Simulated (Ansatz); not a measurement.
ClF$_{2}$Ge$_{2}$H$_{3}$···H$_{2}$O

```yaml
atoms:
  - { symbol: Ge, position_ang: [-0.0119, 0.1716, -0.0515] }
  - { symbol: Cl, position_ang: [-0.2456, 0.5237, 2.1178] }
  - { symbol: Ge, position_ang: [2.2889, 0.0738, -0.8653] }
  - { symbol: H, position_ang: [2.5120, -1.2902, -1.5421] }
  - { symbol: H, position_ang: [2.4315, 1.2146, -1.9055] }
  - { symbol: H, position_ang: [3.2277, 0.3200, 0.3297] }
  - { symbol: F, position_ang: [-1.0112, 1.3942, -0.8095] }
  - { symbol: F, position_ang: [-0.9160, -1.3137, -0.3498] }
  - { symbol: O, position_ang: [1.3989, -2.1393, 1.1485] }
  - { symbol: H, position_ang: [0.5979, -2.5380, 0.7493] }
  - { symbol: H, position_ang: [1.0289, -1.7038, 1.9597] }
```

Not at a stationary point (largest force 0.6 eV/Å).

Theory: RKS PBE/def2-SVP (Ansatz 0.2.0).

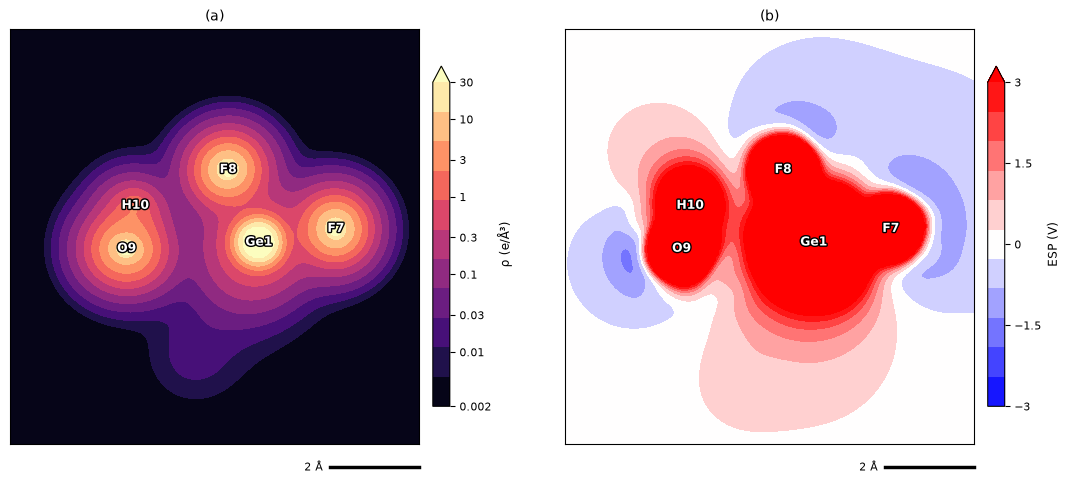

Figure 1. (a) electron density; (b) molecular electrostatic potential on the plane of atoms F7, Ge1 and F8.

Q: What do the fields say about this system?

A: The section cuts through Ge, F, O and H sites.
Ge1···O9 (2.96 Å): the density falls to about 0.1 e/Å³ on the way.
Ge–F (1.75 Å): ρ at the midpoint is about 0.89 e/Å³.
O–H (0.98 Å): the density is about 3.6 e/Å³ at the midpoint.
Outside the dense part of the complex the potential is most negative (−1.5 V) near O9.

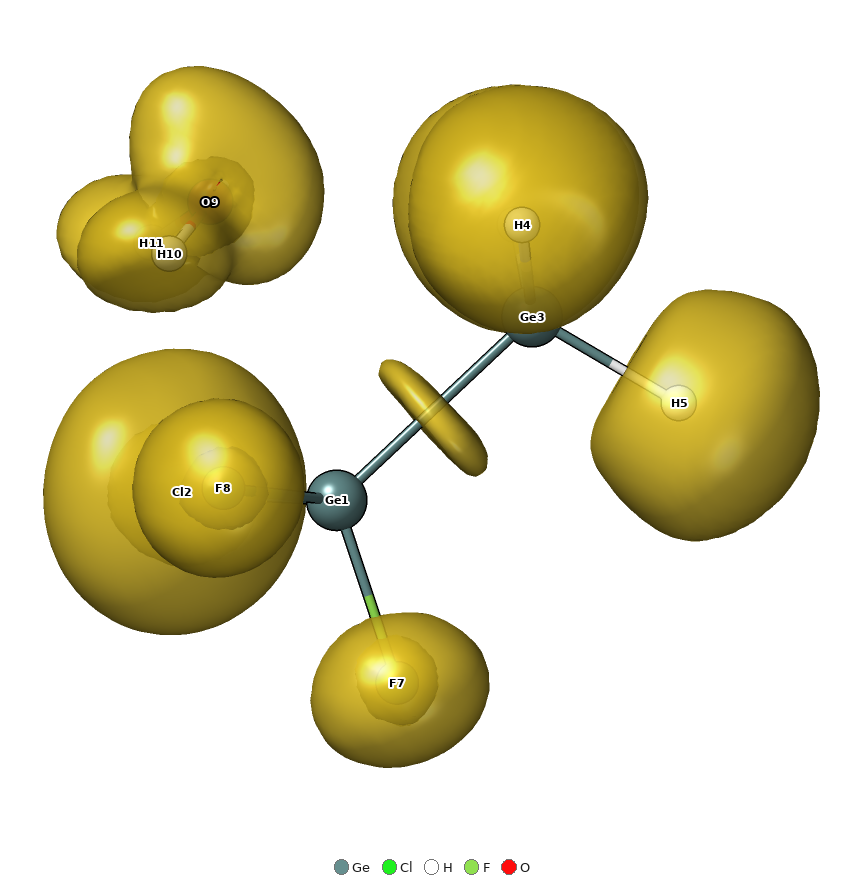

Figure 2. Isosurface of the electron localisation function at 0.75 (yellow), seen at an oblique angle. Core shells and regions of very low density are left out.

Q: Describe the localisation domains.

A: The ELF exceeds this value in one region between bonded Ge–Ge atoms (shared pairs), three regions around hydrogen nuclei, one region wrapped around Cl (its valence shell), two regions wrapped around F (the valence shell of each) and one joined region spread over several atoms (H, O), in which their bonds and any lone pairs are merged.


Ge1···O9 (2.96 Å): the ELF dips to about 0.10 between them. Ge–F (1.75 Å): the ELF peaks at about 0.80 in the valence shell of F, 0.5 Å from its nucleus, and is about 0.25 at the midpoint.

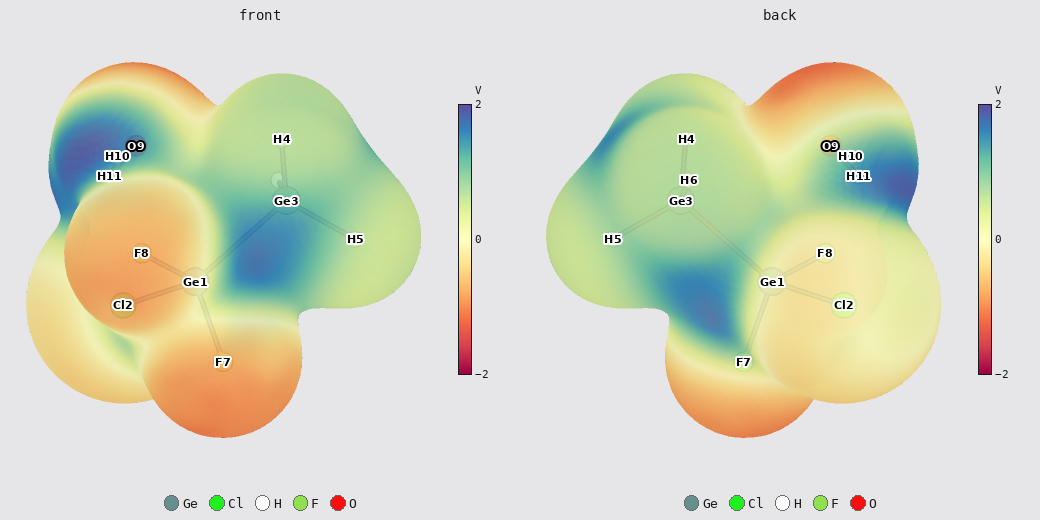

Figure 3. The electrostatic potential painted on the density surface at 0.002 e/bohr³, seen from the front and from behind; red is negative and blue positive.

Q: Which sites attract a positive test charge, and which a negative one?

A: A positive charge is drawn to the negative regions and a negative charge to the positive ones. The most negative region (about −1.1 V, or −25 kcal/mol for a unit charge) lies over O9, the most positive (about +1.9 V, or +44 kcal/mol for a unit charge) over H10 and H11. O9 is the likeliest acceptor of a hydrogen bond.

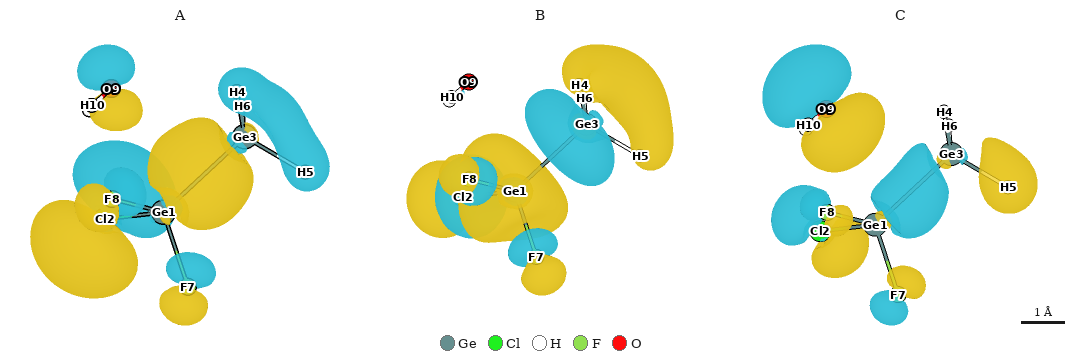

Figure 4. Three frontier orbitals at ±0.08 Å⁻³ᐟ² (yellow and cyan are the two phases), in no order.

Q: Order the three orbitals by energy and name them.

A: A is the HOMO−1 (−7.69 eV). It lies mainly on Cl2 (about 60 %), Ge3 (about 10 %) and Ge1 (about 10 %). C is the HOMO (−7.23 eV). It lies mainly on O9 (about 70 %) and Cl2 (about 5 %); largely a lone pair of O9. B is the LUMO (−2.21 eV). By Hirshfeld shares it lies mainly on Ge1 (about 30 %), Ge3 (about 30 %), Cl2 (about 20 %), F7 (about 10 %) and F8 (about 5 %).

Q: What is the HOMO–LUMO gap?

A: 5.02 eV between the orbital energies.
